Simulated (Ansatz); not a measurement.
# BN2H6O: nudged elastic band (part 2 of 2)

Continued. System: BN2H6O, multiplicity 2. Method: UKS BHLYP/def2-mTZVP (Ansatz 0.2.0). One setting was made poor on purpose. It belongs to a series of runs on one base structure; here: band between the two ends.

Geometry of the input (Å):
```
B  -0.4487  -0.0701  -0.0698
H  -0.9038  -0.3644  0.9940
N  0.9402  0.0725  -0.1847
H  1.5550  -0.0649  0.5916
H  1.4127  0.3165  -1.0318
N  -1.3491  0.1137  -1.1313
H  -2.3349  0.0058  -1.0207
H  -1.0817  0.3614  -2.0626
O  1.3115  -0.5852  2.8833
H  0.3844  -0.5864  2.5992
```

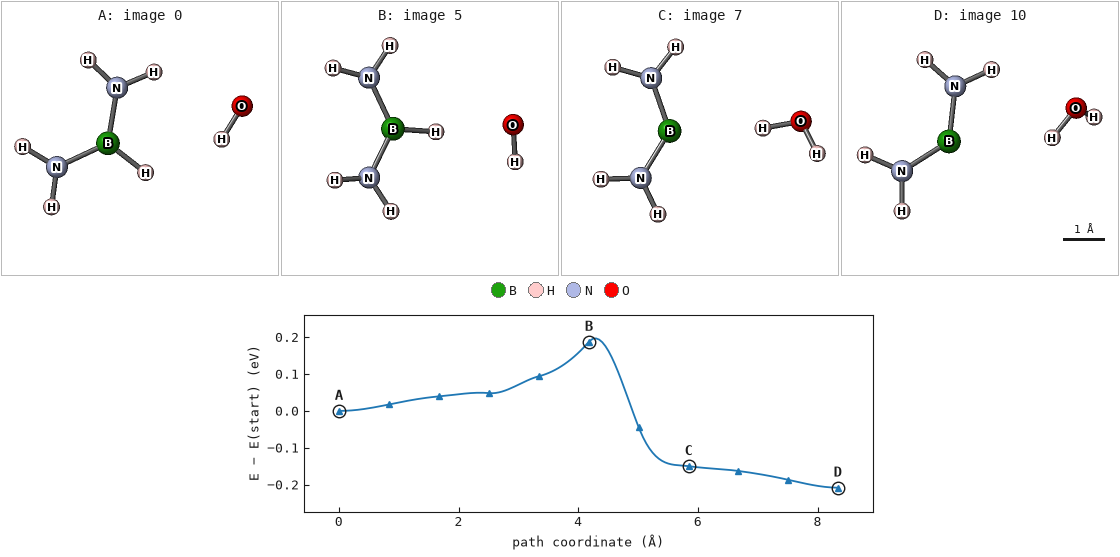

**Figure 1.** Images of the last band (counted from 0; ball-and-stick, seen on its broad side) above the energy along the path; the line is a cubic interpolation that uses the forces. The highest image is number 5, 0.187 eV above the start and 0.395 eV above the end (the climbing image); the end lies 0.208 eV below the start. The path is 8.34 Å long. The band converged in 21 iterations.

```
Total energy: -5799.75740850 eV, -213.1371535455 hartree
Atom 0 at     0.009038    -0.195199    -0.131025 Å, force    -0.284847    -0.026681    -0.394006 eV/Å
Atom 1 at     0.019882    -0.747297     0.928955 Å, force     0.063385     0.087662    -0.166424 eV/Å
Atom 2 at     1.246195     0.074350    -0.742544 Å, force    -0.003793    -0.166769     0.427143 eV/Å
Atom 3 at     2.084050    -0.119564    -0.233317 Å, force     0.050348    -0.010996    -0.108354 eV/Å
Atom 4 at     1.420425     0.488808    -1.633489 Å, force    -0.179319     0.077167    -0.062581 eV/Å
Atom 5 at    -1.257837     0.076308    -0.700219 Å, force     0.265204     0.054726     0.229363 eV/Å
Atom 6 at    -2.086078    -0.005090    -0.145552 Å, force     0.018430    -0.048002    -0.137627 eV/Å
Atom 7 at    -1.403661     0.598315    -1.541179 Å, force     0.032092    -0.005671    -0.002984 eV/Å
Atom 8 at     0.165320    -0.286107     2.853292 Å, force     0.048510     0.062031     0.218345 eV/Å
Atom 9 at    -0.711733    -0.685622     2.912177 Å, force    -0.010010    -0.023467    -0.002873 eV/Å
Dipole moment:    -0.269141     0.077374    -0.245329 e Å
this run last wrote the band of iteration 21 to [file]
```

**The last band as extended XYZ (Å, eV, eV/Å)**
```
10
Properties=species:S:1:pos:R:3:forces:R:3 image=0 energy=-5799.94447
B    -0.4487   -0.0701   -0.0698    0.0018   0.0059   0.0011
H    -0.9038   -0.3644    0.9940   -0.0005  -0.0009  -0.0017
N     0.9402    0.0725   -0.1847   -0.0003  -0.0011  -0.0009
H     1.5550   -0.0649    0.5916   -0.0013   0.0001  -0.0012
H     1.4127    0.3165   -1.0318   -0.0016  -0.0007   0.0013
N    -1.3491    0.1137   -1.1313   -0.0017  -0.0015  -0.0006
H    -2.3349    0.0058   -1.0207    0.0003   0.0000  -0.0006
H    -1.0817    0.3614   -2.0626    0.0010  -0.0008   0.0009
O     1.3115   -0.5852    2.8833   -0.0238  -0.0004  -0.0034
H     0.3844   -0.5864    2.5992    0.0260  -0.0006   0.0050
10
Properties=species:S:1:pos:R:3:forces:R:3 image=1 energy=-5799.92707
B    -0.3652   -0.2236   -0.1181   -0.0038  -0.0003   0.0039
H    -0.7313   -0.7690    0.8777   -0.0115   0.0053   0.0008
N     1.0067    0.0113   -0.2819   -0.0002  -0.0012   0.0123
H     1.6809   -0.2576    0.4049   -0.0094   0.0046   0.0117
H     1.4116    0.4606   -1.0787   -0.0030  -0.0011   0.0094
N    -1.3459    0.1492   -1.0492   -0.0001   0.0013  -0.0076
H    -2.3164   -0.0283   -0.8995   -0.0004  -0.0010  -0.0088
H    -1.1587    0.6135   -1.9150    0.0025  -0.0037  -0.0039
O     1.0460   -0.3537    3.0941    0.0200  -0.0028  -0.0152
H     0.2578   -0.4035    2.5328    0.0058  -0.0011  -0.0026
10
Properties=species:S:1:pos:R:3:forces:R:3 image=2 energy=-5799.90525
B    -0.2435   -0.2742   -0.1714    0.0011   0.0017  -0.0050
H    -0.4834   -0.9252    0.7983   -0.0054  -0.0005   0.0002
N     1.0963    0.0301   -0.4512    0.0006   0.0010   0.0077
H     1.8498   -0.2864    0.1222   -0.0042  -0.0013   0.0051
H     1.4014    0.5677   -1.2377   -0.0027   0.0005   0.0024
N    -1.3245    0.1462   -0.9593   -0.0047  -0.0007   0.0015
H    -2.2693   -0.0819   -0.7329    0.0003  -0.0010  -0.0040
H    -1.2402    0.6921   -1.7930    0.0041  -0.0005  -0.0024
O     0.5722   -0.2803    3.4228    0.0081   0.0003  -0.0037
H     0.1269   -0.3892    2.5692    0.0029   0.0003  -0.0016
10
Properties=species:S:1:pos:R:3:forces:R:3 image=3 energy=-5799.89628
B    -0.1107   -0.3243   -0.1997   -0.0032   0.0287  -0.0264
H    -0.2257   -1.0547    0.7348    0.0032  -0.0087  -0.0012
N     1.1827    0.0454   -0.5965    0.0015   0.0279  -0.0114
H     2.0038   -0.2969   -0.1445    0.0026  -0.0073   0.0067
H     1.3823    0.6553   -1.3641    0.0091  -0.0127   0.0049
N    -1.2786    0.1269   -0.8315   -0.0143  -0.0324   0.0327
H    -2.1869   -0.1571   -0.5302   -0.0054   0.0138  -0.0042
H    -1.2998    0.7379   -1.6230    0.0148  -0.0050  -0.0008
O     0.0009   -0.2245    3.5434    0.0208   0.0076  -0.0146
H     0.0176   -0.3093    2.5783   -0.0291  -0.0119   0.0143
10
Properties=species:S:1:pos:R:3:forces:R:3 image=4 energy=-5799.85063
B    -0.0949   -0.2907   -0.1788   -0.0257  -0.0265  -0.0190
H    -0.1920   -0.9851    0.7820   -0.0108  -0.0081  -0.0042
N     1.1920    0.0534   -0.6172   -0.0140  -0.0049   0.0342
H     2.0088   -0.2117   -0.1084    0.0050  -0.0046  -0.0131
H     1.3889    0.6382   -1.4038   -0.0038   0.0122  -0.0057
N    -1.2758    0.1201   -0.8189    0.0275   0.0279  -0.0153
H    -2.1820   -0.1329   -0.4872   -0.0004  -0.0149  -0.0084
H    -1.3037    0.7110   -1.6251   -0.0061   0.0056  -0.0098
O     0.3661   -0.1052    3.1443    0.0204   0.0205   0.0526
H    -0.4217   -0.5982    2.8802    0.0079  -0.0070  -0.0115
10
Properties=species:S:1:pos:R:3:forces:R:3 image=6 energy=-5799.98914
B    -0.0114   -0.1881   -0.2783   -0.0185  -0.0072  -0.0424
H     0.0651   -0.6039    1.6594    0.1049   0.1188   0.4699
N     1.2623    0.0515   -0.7733    0.0514   0.0040  -0.0446
H     2.0832   -0.1336   -0.2337   -0.0293  -0.0370  -0.0320
H     1.4637    0.5200   -1.6368   -0.0187   0.0394  -0.0638
N    -1.2674    0.0943   -0.8007    0.0750   0.0164  -0.0676
H    -2.1065   -0.0586   -0.2823   -0.0231  -0.0259  -0.0707
H    -1.4170    0.5766   -1.6668   -0.0632   0.0426  -0.0652
O     0.1450   -0.4373    2.6240   -0.0808  -0.1532  -0.2046
H    -0.7314   -0.6220    2.9557    0.0022   0.0021   0.1209
10
Properties=species:S:1:pos:R:3:forces:R:3 image=7 energy=-5800.09441
B    -0.0852   -0.0412   -0.3252   -0.0059   0.0097  -0.0275
H     0.0530   -0.5789    1.9406    0.0087  -0.0025  -0.0203
N     1.2153    0.1344   -0.7828   -0.0208   0.0149  -0.0105
H     2.0156   -0.0109   -0.2038    0.0060  -0.0002   0.0039
H     1.4493    0.4433   -1.7093    0.0091  -0.0075  -0.0012
N    -1.2868    0.1416   -1.0028    0.0019  -0.0049   0.0110
H    -2.1750   -0.0247   -0.5792   -0.0062   0.0030  -0.0161
H    -1.3574    0.4412   -1.9585    0.0066  -0.0007  -0.0077
O     0.2433   -0.7352    2.8723   -0.0253  -0.0125   0.0417
H    -0.5865   -0.5709    3.3159    0.0260   0.0006   0.0266
10
Properties=species:S:1:pos:R:3:forces:R:3 image=8 energy=-5800.10731
B    -0.1906    0.0051   -0.3377   -0.0011  -0.0006   0.0007
H    -0.0153   -0.3440    2.0215    0.0006   0.0099   0.0010
N     1.1450    0.1477   -0.6950   -0.0073   0.0026  -0.0010
H     1.8921    0.0445   -0.0403   -0.0033  -0.0028   0.0071
H     1.4594    0.3880   -1.6181    0.0032  -0.0047   0.0029
N    -1.3283    0.1237   -1.1297   -0.0033   0.0016  -0.0019
H    -2.2522    0.0145   -0.7686   -0.0026   0.0034  -0.0061
H    -1.3128    0.3466   -2.1086    0.0025  -0.0012  -0.0060
O     0.3308   -0.4428    2.9149   -0.0003   0.0056  -0.0008
H    -0.2425   -1.0844    3.3287    0.0115  -0.0138   0.0039
10
Properties=species:S:1:pos:R:3:forces:R:3 image=9 energy=-5800.13114
B    -0.3543    0.0175   -0.3239   -0.0045   0.0017   0.0003
H    -0.0905   -0.2812    2.0269   -0.0002   0.0004   0.0018
N     1.0179    0.1477   -0.4950    0.0082   0.0009  -0.0034
H     1.6617    0.0492    0.2634   -0.0154  -0.0074   0.0239
H     1.4624    0.3683   -1.3683   -0.0101  -0.0054   0.0131
N    -1.3773    0.1200   -1.2616   -0.0096   0.0022  -0.0107
H    -2.3408    0.0200   -1.0217   -0.0014   0.0030  -0.0074
H    -1.2327    0.3149   -2.2359    0.0062   0.0000  -0.0050
O     0.5119   -0.3798    2.7712    0.0078   0.0049  -0.0060
H     0.2275   -1.1778    3.2120    0.0189  -0.0003  -0.0066
10
Properties=species:S:1:pos:R:3:forces:R:3 image=10 energy=-5800.15270
B    -0.5213    0.0203   -0.3431    0.0048   0.0004  -0.0058
H    -0.1183   -0.2651    2.1839    0.0018   0.0004   0.0002
N     0.8650    0.1013   -0.3360   -0.0036   0.0059  -0.0049
H     1.3947    0.0009    0.5073   -0.0081  -0.0049   0.0074
H     1.4245    0.3052   -1.1447   -0.0075  -0.0012  -0.0028
N    -1.4082    0.1511   -1.4098    0.0058  -0.0029  -0.0006
H    -2.3980    0.0801   -1.3047    0.0044   0.0008   0.0050
H    -1.1253    0.3308   -2.3567    0.0026   0.0003   0.0042
O     0.6978   -0.3291    2.6860   -0.0004   0.0030  -0.0016
H     0.6748   -1.1965    3.0848    0.0001  -0.0018  -0.0014
```

**Summary**

```json
{"quantity": "outcome", "value": "converged"}
{"quantity": "barrier, forward", "value": "0.187 eV"}
{"quantity": "barrier, backward", "value": "0.396 eV"}
{"quantity": "wall time", "value": "8.6 min (CPU time 33 min)"}
{"quantity": "peak memory", "value": "0.27 GiB"}
```

A deliberately poor setting: loose force. The order of the saddle point was not checked.
